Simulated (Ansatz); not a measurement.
Fields on a plane of ZrN (rock salt)

```
CELL_PARAMETERS angstrom
      0.00000     2.29737     2.29737
      2.29737     0.00000     2.29737
      2.29737     2.29737     0.00000
ATOMIC_POSITIONS crystal
  N  0.00000 0.00000 0.00000
  Zr 0.50000 0.50000 0.50000
```

The slice is a {111} plane (indices of the conventional cell) through the point (0.500, 0.500, 0.500) (fractional), spanned by u = [100] and v = [-1 2 0] in vectors of this cell: u (3.25 Å) and v (5.63 Å, at 90° to u). It covers one period; positions are fractions (u, v).

Atoms on it: Zr at (0.00, 0.00); Zr at (0.50, 0.50).

These are PBE (plane waves to 420 eV, PAW, scalar-relativistic; Ansatz, an electronic-structure program) values and carry that method's errors. k mesh 17×17×17. Near the nuclei the fields are pseudised (PAW); where an atom keeps semicore shells as valence, they peak there. ZrN is run without spin polarisation. ZrN was relaxed with its symmetry unable to fall.

```
|999999552200000022559999|
|998877331100000011337788|
|665533110000000000113355|
|221100000000000000000011|
|000000000000000000000000|
|000000000011221100000000|
|000000113355665533110000|
|000011337788998877331100|
|000022559999999999552200|
|000022669999889999662200|
|000022559999999999552200|
|000011337788998877331100|
|000000113355665533110000|
|000000000011221100000000|
|000000000000000000000000|
|221100000000000000000011|
|665533110000000000113355|
|998877331100000011337788|
|999999552200000022559999|
|889999662200000022669999|
```
Scale: ten equal steps from -0.78 (start of '0') to 0.62 (end of '9'), in the order '0123456789'. Values: log₁₀ of the valence density in e/Å³. The map has 12 points along u (two characters each, u = 0 at the left) and 20 along v (v = 0 in the bottom row). The scale is logarithmic, as a density can span decades between atoms and voids.

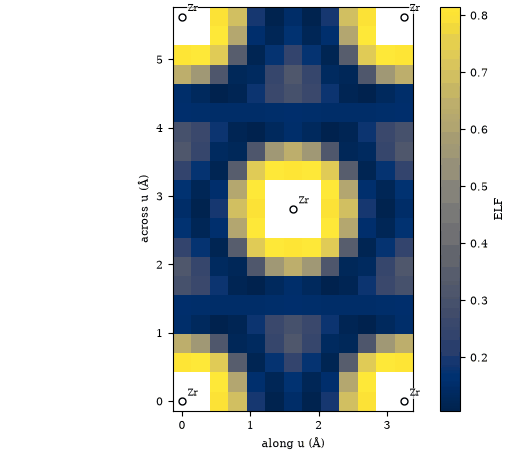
Fig. 1. Electron localisation function (ELF), one period of the plane, atoms marked. Points within 0.5 Å of a nucleus are left white, as the pseudised field means little there.
